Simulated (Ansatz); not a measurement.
# UCCSDT(Q)/cc-pVTZ run of PH (SMILES [PH])

Aim: the vertical ionisation energy of PH at UCCSDT(Q)/cc-pVTZ, from 2 runs. 

The calculation is run with Ansatz 0.2.0.

30 further runs of the same task are left out: 30 set aside as unsound or not needed.

## (1) The structure to begin with

PH has 2 atoms, charge 0, and is taken as a triplet. As SMILES, `[PH]`. The coordinates come from a PBE0-D4/def2-TZVP relaxation.

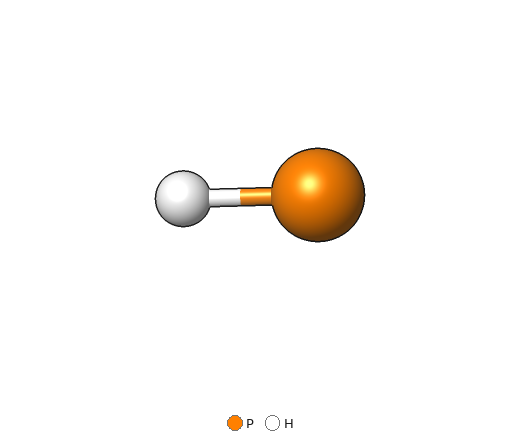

Viewed from a chosen angle; phosphorus orange, hydrogen white.

## (2) The energy at UCCSDT(Q)/cc-pVTZ

The input, in.yaml:

```yaml
crystal:
  periodic: [false, false, false]
  atoms:
    - {symbol: P, position_ang: [-0.000000, -0.000000, -0.014610]}
    - {symbol: H, position_ang: [0.000000, 0.000000, 1.413680]}
basis:
  gaussian:
    orbitals: cc-pVTZ
magnetization:
  spin_polarized: true
  initial_magnetization: 2
correlation:
  method: ccsdt_q
  frozen_orbitals: {H: 0, P: 5}
accuracy: high
scf:
  omitted_lower_state_checks: [cluster_reference, increment]
```

Launch:

```console
ansatz run in.yaml --threads 1 --pin off --max-ram 3480MiB --events-out events.jsonl --progress --plain --runs-dir runs
```

The log of the run (excerpt; [...] marks lines left out):

```text
Warning: RAYON_NUM_THREADS=1 ignored (pool sized by the plan → 1); use --threads N
Functional definition: HF
  name "HF"
[...]
622 factors; integrals over basis functions are off by at most 3.8e-9 eV
[...]
mean field -9287.18353131 eV, -341.2976996966 hartree, gradient 1.3e-8 eV, S^2 2.027044; 0 other end points of the search recorded, 0 dependent functions left out
5 core orbitals not correlated: weight in the atoms' cores, before any rotation towards them, 1.000 or more for the frozen orbitals, at most 0.000 for the correlated occupied ones
reference -9287.18353131 eV, -341.2976996966 hartree; 4, 2 occupied and 39, 41 virtual orbitals, 622 factors
second order -2.89209226 eV of doubles, -0.00000000 eV of singles
cycle   1  -3.35454198 eV  change   -4.6e-1 eV  update   6.1e-2
[...]
cycle  22  -3.69029222 eV  change   5.1e-10 eV  update  2.6e-10
perturbative correction -0.00340193 eV, -0.0001250185 hartree
Total energy: -9290.87722546 eV, -341.4334404528 hartree
Checks for a lower state left out: cluster_reference, increment
```

Wall time 13 s (1 thread of Arm Neoverse V2, shared host); peak memory 0.26 GiB.

## (3) The doublet cation, same level

The input, run.yaml:

```yaml
crystal:
  periodic: [false, false, false]
  atoms:
    - {symbol: P, position_ang: [-0.000000, -0.000000, -0.014610]}
    - {symbol: H, position_ang: [0.000000, 0.000000, 1.413680]}
basis:
  gaussian:
    orbitals: cc-pVTZ
total_charge: 1
magnetization:
  spin_polarized: true
  initial_magnetization: 1
correlation:
  method: ccsdt_q
  frozen_orbitals: {H: 0, P: 5}
accuracy: high
scf:
  omitted_lower_state_checks: [cluster_reference, increment]
```

Launch:

```console
ansatz run run.yaml --threads 1 --pin off --max-ram 3480MiB --events-out events.jsonl --progress --plain --runs-dir runs
```

The log of the run (excerpt; [...] marks lines left out):

```text
Warning: RAYON_NUM_THREADS=1 ignored (pool sized by the plan → 1); use --threads N
[... 2 set-up lines as earlier in the session ...]
[...]
622 factors; integrals over basis functions are off by at most 3.8e-9 eV
[...]
mean field -9277.52440418 eV, -340.9427333217 hartree, gradient 7.4e-8 eV, S^2 0.793202; 6 other end points of the search recorded, 0 dependent functions left out
5 core orbitals not correlated: weight in the atoms' cores, before any rotation towards them, 1.000 or more for the frozen orbitals, at most 0.000 for the correlated occupied ones
reference -9277.52440418 eV, -340.9427333217 hartree; 3, 2 occupied and 40, 41 virtual orbitals, 622 factors
second order -2.41248915 eV of doubles, -0.00000000 eV of singles
cycle   1  -2.87836621 eV  change   -4.7e-1 eV  update   6.2e-2
[...]
cycle  33  -3.24419694 eV  change  -6.2e-10 eV  update  5.2e-10
perturbative correction -0.00204733 eV, -0.0000752382 hartree
Total energy: -9280.77064846 eV, -341.0620305984 hartree
Checks for a lower state left out: cluster_reference, increment
```

It took 9.9 s on 1 thread of Arm Neoverse V2, shared host; peak memory 0.2 GiB.

## (4) Summary of results

At UCCSDT(Q)/cc-pVTZ, 5 core orbitals frozen:

| quantity | value |
| --- | --- |
| triplet PH: total energy | -341.43344 Eh |
| triplet PH: correlation energy (5 core orbitals frozen) | -135.7 mEh |
| triplet PH: ⟨S²⟩ of the reference determinant | 2.027 |
| triplet PH: T1 diagnostic | 0.018 |
| doublet cation: total energy | -341.06203 Eh |
| doublet cation: correlation energy (5 core orbitals frozen) | -119.3 mEh |
| doublet cation: ⟨S²⟩ of the reference determinant | 0.793 |
| doublet cation: T1 diagnostic | 0.036 |
| vertical ionisation energy (to the doublet cation) | 10.107 eV |

The vertical ionisation energy comes to 10.11 eV (233 kcal/mol).
